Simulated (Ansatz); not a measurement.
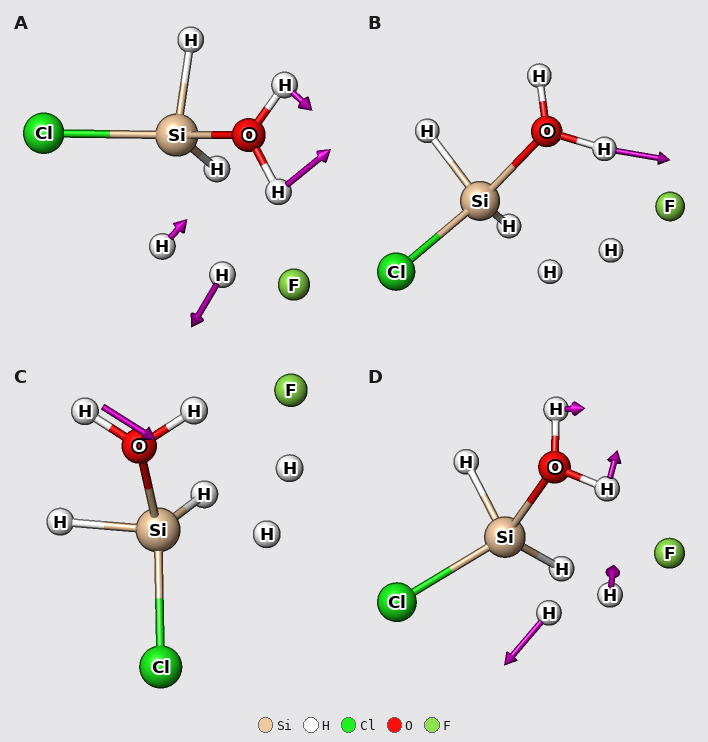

4 normal modes of one molecule or complex, as arrows. Harmonic vibrations computed with RKS PBE0-D4/def2-SVP (Ansatz 0.2.0) at a stationary point of the same level. It is a saddle point of order 1.

> Match the panels to the wavenumbers 1451 cm⁻¹, 1657 cm⁻¹, 2846 cm⁻¹, 3846 cm⁻¹.

A: 1657 cm⁻¹, angle bending
B: 2846 cm⁻¹, O–H stretching
C: 3846 cm⁻¹, O–H stretching
D: 1451 cm⁻¹
